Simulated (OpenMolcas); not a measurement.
## Single-point calculation, with input and output: P2H4

P2H4, computed with MP2/STO-3G, RHF (OpenMolcas 26.06).

The geometry comes from this level: GFN2-xTB.

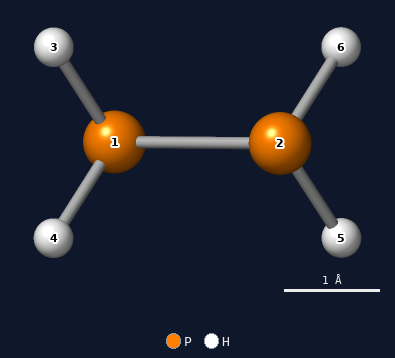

*The input geometry (ball-and-stick view, seen on its broad side; atoms are numbered from 1 in the order of the input).*

Bond lengths as drawn: H–P 1.40 Å and P–P 2.15 Å.

Input file
```
* H4P2 MP2
>>> EXPORT MOLCAS_PRINT=2
&GATEWAY
BasLib=$CurrDir
Coord
6
angstrom
P       -0.283120      -0.174900      -1.025310
P        0.283570       0.173040       1.022920
H       -1.638040       0.064280      -0.786220
H       -0.441740      -1.549570      -0.845880
H        1.639250      -0.062150       0.789640
H        0.440080       1.549300       0.844850
Basis=STO-3G
Group=NoSym
&SEWARD
&SCF
Thresholds=1e-10 1e-07 1e-07 1e-05
PrOrbitals=1 1
&MBPT2
Frozen=10
```

Hardware: 1 thread of Intel Xeon (Sapphire Rapids), 16 GiB of memory available, shared host.

Command:
```bash
export MOLCAS_MEM=1860
pymolcas calc.input > calc.log
```

Output
```
--- Start Module: gateway ---

                                              &GATEWAY

                       available to each process: 1.9 GB of memory, 1 thread

 Basis Set     1 Label: P.STO-3G
 Basis set is read from library:.
 basistype.tbl is not found

 Basis Set     2 Label: H.STO-3G
 Basis set is read from library:.
 basistype.tbl is not found

++    Symmetry information:
      ---------------------

                    Character Table for C1

                             E
                    a        1  x, y, xy, Rz, z, xz, Ry, yz, Rx, I
--

++    Basis set information:
      ----------------------

      Basis set label: P.STO-3G.........

      Electronic valence basis set:
      ------------------
      Associated Effective Charge  15.000000 au
      Associated Actual Charge     15.000000 au
      Nuclear Model: Point charge

      Shell  nPrim  nBasis  Cartesian Spherical Contaminant
         s       9       3        X
         p       6       2        X

      Basis set label: H.STO-3G.........

      Electronic valence basis set:
      ------------------
      Associated Effective Charge   1.000000 au
      Associated Actual Charge      1.000000 au
      Nuclear Model: Point charge

      Shell  nPrim  nBasis  Cartesian Spherical Contaminant
         s       3       1        X
--

++    Molecular structure info:
      -------------------------

                    ************************************************
                    **** Cartesian Coordinates / bohr, angstrom ****
                    ************************************************

     Center  Label                x              y              z                     x              y              z
        1      P1              -0.535019      -0.330513      -1.937555             -0.283120      -0.174900      -1.025310
        2      P2               0.535870       0.326998       1.933039              0.283570       0.173040       1.022920
        3      H3              -3.095447       0.121472      -1.485740             -1.638040       0.064280      -0.786220
        4      H4              -0.834768      -2.928263      -1.598482             -0.441740      -1.549570      -0.845880
        5      H5               3.097734      -0.117446       1.492203              1.639250      -0.062150       0.789640
        6      H6               0.831631       2.927753       1.596535              0.440080       1.549300       0.844850

                    ***************************************
                    *    InterNuclear Distances / bohr    *
                    ***************************************

               1 P1            2 P2            3 H3            4 H4            5 H5            6 H6
    1 P1       0.000000
    2 P2       4.069474        0.000000
    3 H3       2.638980        4.991668        0.000000
    4 H4       2.636878        4.994698        3.797929        0.000000
    5 H5       5.000553        2.637236        6.876097        5.737385        0.000000
    6 H6       4.997381        2.639059        5.726917        6.875895        3.797281        0.000000

                    *******************************************
                    *    InterNuclear Distances / angstrom    *
                    *******************************************

               1 P1            2 P2            3 H3            4 H4            5 H5            6 H6
    1 P1       0.000000
    2 P2       2.153473        0.000000
    3 H3       1.396488        2.641477        0.000000
    4 H4       1.395376        2.643080        2.009777        0.000000
    5 H5       2.646179        1.395565        3.638674        3.036093        0.000000
    6 H6       2.644500        1.396530        3.030554        3.638567        2.009435        0.000000

                    **************************************
                    *    Valence Bond Angles / degree    *
                    **************************************
                          Atom centers                 Phi
                      3 H3       1 P1       4 H4        92.09
                      5 H5       2 P2       6 H6        92.06
--

            Nuclear Potential Energy             91.20973133 au

--- Stop Module: gateway /rc=_RC_ALL_IS_WELL_ ---

--- Start Module: seward ---

                                              &SEWARD

                       available to each process: 1.9 GB of memory, 1 thread

               SEWARD will generate:
                  Multipole Moment integrals up to order  2
                  Kinetic Energy integrals
                  Nuclear Attraction integrals (point charge)
                  One-Electron Hamiltonian integrals
                  Velocity integrals
                  Orbital angular momentum around (  0.0004  -0.0016  -0.0021 )
                  Velocity quadrupole around (  0.0004  -0.0016  -0.0021 )
                  Two-Electron Repulsion integrals

                   Integrals are discarded if absolute value <: 1.00E-14
                   Integral cutoff threshold is set to       <: 1.00E-16

            Nuclear Potential Energy             91.20973133 au

      Basis set specifications :
      Symmetry species         a
      Basis functions           22

--- Stop Module: seward /rc=_RC_ALL_IS_WELL_ ---

--- Start Module: scf ---

                                                &SCF

                       available to each process: 1.9 GB of memory, 1 thread

++    Input section:
      --------------

      Header of the integral files:

      Cartesian coordinates in angstrom:
      -----------------------------------------------------
      No.  Label        X            Y            Z
      -----------------------------------------------------
       1   P1        -0.28312000  -0.17490000  -1.02531000
       2   P2         0.28357000   0.17304000   1.02292000
       3   H3        -1.63804000   0.06428000  -0.78622000
       4   H4        -0.44174000  -1.54957000  -0.84588000
       5   H5         1.63925000  -0.06215000   0.78964000
       6   H6         0.44008000   1.54930000   0.84485000
      -----------------------------------------------------
      Nuclear repulsion energy =   91.20973133
--

++    Orbital specifications:
      -----------------------

      Symmetry species               1
                                     a
      Frozen orbitals                0
      Occupied orbitals             17
      Secondary orbitals             5
      Deleted orbitals               0
      Total number of orbitals      22
      Number of basis functions     22
--

      Molecular charge                           0.000

++    Optimization specifications:
      ----------------------------

      SCF Algorithm: Conventional
      Minimized density differences are used
      Number of density matrices in core                 5
      Maximum number of NDDO SCF iterations            400
      Maximum number of HF SCF iterations              400
      Threshold for SCF energy change             1.00E-10
      Threshold for density matrix                1.00E-07
      Threshold for Fock matrix                   1.00E-07
      Threshold for linear dependence             1.00E-09
      Threshold at which DIIS is turned on        1.50E-01
      Maximum depth in the DIIS procedure                5
      Maximum depth in the BFGS Hessian update          30
      Threshold at which QNR/C2DIIS is turned on  7.50E-02
      Threshold for Norm(delta) (QNR/C2DIIS)      1.00E-05
      All orbitals punched on: SCFORB
--

      Input vectors read from INPORB
      Orbital file label: *Guess orbitals

++ Convergence information
                                   SCF        iterations: Energy and convergence statistics

Iter     Tot. SCF        One-elec.       Two-elec.     Energy      Max Dij or  Max Fij      DNorm      TNorm      AccCon     Time
         Energy          Energy          Energy        Change      Delta Norm                                                in Sec.
   1  -676.069855531 -1122.344263245   355.064676388   0.00E+00    8.91E-02*   2.32E-01*    9.23E+00   1.01E+02   None         0.
   2  -676.139038804 -1122.409874489   355.061104358  -6.92E-02*   1.79E-02*   1.42E-02*    6.68E-01   1.01E+02   EDIIS        0.
   3  -676.140014096 -1122.416984798   355.067239375  -9.75E-04*   1.91E-03*   2.96E-03*    5.07E-02   1.01E+02   c2DIIS       0.
   4  -676.140053270 -1122.422645052   355.072860455  -3.92E-05*   4.10E-04*   2.80E-04*    2.20E-03   1.01E+02   QNRc2DIIS    0.
   5  -676.140053752 -1122.423097481   355.073312402  -4.82E-07*   1.33E-04*   6.51E-05*    2.96E-04   1.01E+02   QNRc2DIIS    0.
   6  -676.140053782 -1122.423236071   355.073450963  -3.02E-08*   1.29E-05*   4.80E-06*    5.73E-05   1.01E+02   QNRc2DIIS    0.
   7  -676.140053782 -1122.423233843   355.073448734  -2.09E-10*   4.71E-07    3.08E-07*    1.73E-05   1.01E+02   QNRc2DIIS    0.
   8  -676.140053782 -1122.423233650   355.073448541   1.14E-13*   7.58E-08    3.47E-08     7.75E-04   1.01E+02   QNRc2DIIS    0.
   9  -676.140053782 -1122.423233721   355.073448612  -4.55E-13    1.60E-08    6.65E-09     1.29E-03   1.01E+02   QNRc2DIIS    0.

       Convergence after   9 Iterations
--

 *****************************************************************************************************************************
 *                                             SCF/KS-DFT Program, Final results                                             *
 *                                                       Final Results                                                       *
 *****************************************************************************************************************************

::    Total SCF energy                               -676.1400537824
      One-electron energy                           -1122.4232337208
      Two-electron energy                             355.0734486118
      Nuclear repulsion energy                         91.2097313265
      Kinetic energy (interpolated)                   667.7537194410
      Virial theorem                                    1.0125590230
      Total spin, S(S+1)                                0.0000000000
      Total spin, S                                     0.0000000000
      Max non-diagonal density matrix element           0.0000000228
      Max non-diagonal Fock matrix element              0.0000000018

      All orbitals with orbital energies smaller than  E(LUMO)+0.5 are printed

++    Molecular orbitals:
      -------------------

      Title: SCF orbitals

      Molecular orbitals for symmetry species 1: a

          Orbital            1         2         3         4         5         6         7         8         9        10
          Energy          -78.9167  -78.9165   -7.2378   -7.2360   -5.0613   -5.0602   -5.0599   -5.0591   -5.0573   -5.0570
          Occ. No.          2.0000    2.0000    2.0000    2.0000    2.0000    2.0000    2.0000    2.0000    2.0000    2.0000

          Orbital           11        12        13        14        15        16        17        18        19        20
          Energy           -0.8635   -0.7215   -0.4889   -0.4257   -0.3778   -0.3598   -0.2392    0.3814    0.4555    0.5006
          Occ. No.          2.0000    2.0000    2.0000    2.0000    2.0000    2.0000    2.0000    0.0000    0.0000    0.0000

          Orbital           21        22
          Energy            0.5886    0.5996
          Occ. No.          0.0000    0.0000

--

++    Molecular charges:
      ------------------

      Mulliken charges per centre and basis function type
      ---------------------------------------------------

                P1      P2      H3      H4      H5      H6
      1s       5.7281  5.7278  1.1177  1.1177  1.1178  1.1178
      2px      2.9600  2.9603  0.0000  0.0000  0.0000  0.0000
      2pz      3.1756  3.1753  0.0000  0.0000  0.0000  0.0000
      2py      2.9007  2.9012  0.0000  0.0000  0.0000  0.0000
      Total   14.7644 14.7646  1.1177  1.1177  1.1178  1.1178

      N-E      0.2356  0.2354 -0.1177 -0.1177 -0.1178 -0.1178

      Total electronic charge=   34.000000

      Total            charge=   -0.000000
--

++    Molecular properties:
      ---------------------

      Charge (e):
                      =   -0.0000
      Dipole Moment (debye):
      Origin of the operator (angstrom)=    0.0002   -0.0008   -0.0011
                   X=  1.8553E-03               Y= -1.8864E-03               Z= -3.1489E-03           Total=  4.1129E-03
      Quadrupole Moment (debye*angstrom):
      Origin of the operator (angstrom)=    0.0002   -0.0008   -0.0011
                  XX= -2.5255E+01              XY= -1.8445E-01              XZ=  7.3638E-01              YY= -2.5203E+01
                  YZ=  6.6573E-01              ZZ= -2.8375E+01
      In traceless form (debye*angstrom)
                  XX=  1.5336E+00              XY= -2.7668E-01              XZ=  1.1046E+00              YY=  1.6123E+00
                  YZ=  9.9860E-01              ZZ= -3.1459E+00
--

--- Stop Module: scf /rc=_RC_ALL_IS_WELL_ ---

--- Start Module: mbpt2 ---

                                               &MBPT2

                       available to each process: 1.9 GB of memory, 1 thread

WARNING!
Default frozen orbitals as non valence orbitals is overwritten by user input.
Default values:  10

      Cartesian coordinates in angstrom:
      -----------------------------------------------------
      No.  Label        X            Y            Z
      -----------------------------------------------------
       1   P1        -0.28312000  -0.17490000  -1.02531000
       2   P2         0.28357000   0.17304000   1.02292000
       3   H3        -1.63804000   0.06428000  -0.78622000
       4   H4        -0.44174000  -1.54957000  -0.84588000
       5   H5         1.63925000  -0.06215000   0.78964000
       6   H6         0.44008000   1.54930000   0.84485000
      -----------------------------------------------------
      Nuclear repulsion energy =   91.20973133

      Contents of RUNFILE file:
      -------------------------

      Symmetry species                           1
                                                 a
      Number of basis functions                 22
      Frozen occupied orbitals                  10
      Active occupied orbitals                   7
      Active external orbitals                   5
      Deleted external orbitals                  0

      Reference numbers of frozen occupied orbitals according to the original input sequence
      symmetry species 1                        1  2  3  4  5  6  7  8  9 10

      Energies of the active occupied orbitals

      symmetry species 1                    -0.863542     -0.721518     -0.488858     -0.425724     -0.377758
                                            -0.359833     -0.239208

      Energies of the active external orbitals

      symmetry species 1                     0.381425      0.455520      0.500591      0.588632      0.599621

      ********************************************************************************************************
      *                                               Results                                                *
      ********************************************************************************************************

 Conventional algorithm used...

       SCF energy                           =     -676.1400537824 a.u.
       Second-order correlation energy      =       -0.0727484235 a.u.

       Total energy                         =     -676.2128022059 a.u.
       Reference weight ( Cref**2 )         =        0.96227

::    Total MBPT2 energy                             -676.2128022059

       Zeroth-order energy (E0)             =     -321.0666051706 a.u.

       Shanks-type energy S1(E)             =     -676.2128171139 a.u.

       Data processing and timing information:

       Section                                              time(sec)
                                                          CPU  Elapsed

      Input data processing                              0.04      0.03
      Transformation of integrals                        0.00      0.01
      MBPT2 calculations (BJAI)                          0.00      0.00
      Total MBPT2 calculations                           0.04      0.04

--- Stop Module: mbpt2 /rc=_RC_ALL_IS_WELL_ ---

.##################.
.# Happy landing! #.
.##################.

    Timing: Wall=1.45 User=1.09 System=0.31
```

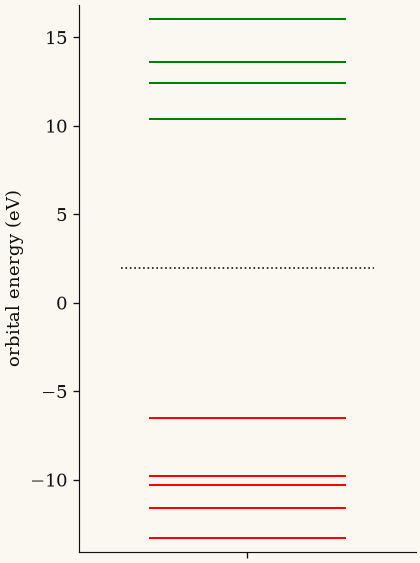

*Orbital energies near the frontier (SCF reference); the dotted line parts filled from empty levels, and levels within 0.02 eV of each other stand side by side.*

Highest filled −6.51 eV, lowest empty 10.38 eV, 16.89 eV apart.

Summary

| quantity | value |
| --- | --- |
| outcome | converged |
| total energy | −676.212802 hartree |
| SCF energy | −676.140054 hartree |
| MP2 energy | −676.212802 hartree |
| correlation energy | −0.072748 hartree |
| basis functions | 22 |
| HOMO of the SCF reference | −6.51 eV |
| LUMO of the SCF reference | 10.38 eV |
| wall time | 1.6 s |
| peak memory | 0.37 GiB |
